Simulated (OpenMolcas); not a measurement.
**How basis sets differ on CH4F2Si (SMILES C[SiH](F)F)**

The species is CH4F2Si (8 atoms), meant as a singlet with charge 0. As SMILES, `C[SiH](F)F`. Geometry: relaxed at PBE0-D4/def2-TZVP.

Quantity: the HOMO–LUMO gap, in eV. The values are calculated.

| level | kind | program | value (eV) |
| --- | --- | --- | --- |
| HF/STO-3G | Hartree–Fock | OpenMolcas | 23.30 |
| HF/3-21G | Hartree–Fock | OpenMolcas | 18.62 |
| HF/ANO-RCC-VDZP (DKH2, RICD fitting) | Hartree–Fock | OpenMolcas | 15.28 |
| HF/cc-pVDZ | Hartree–Fock | OpenMolcas | 17.74 |

The values span 15.28 to 23.30 eV. A Hartree–Fock LUMO above zero doesn't converge with the basis: it sinks as sets grow more diffuse. Orbital gaps aren't excitation energies.

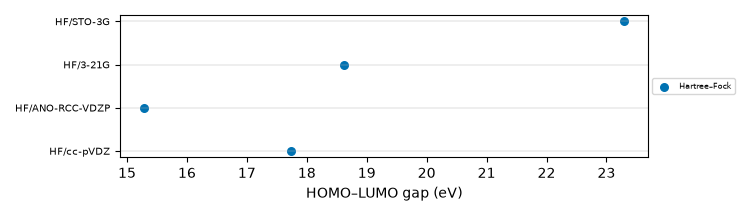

The values of the table, level by level.
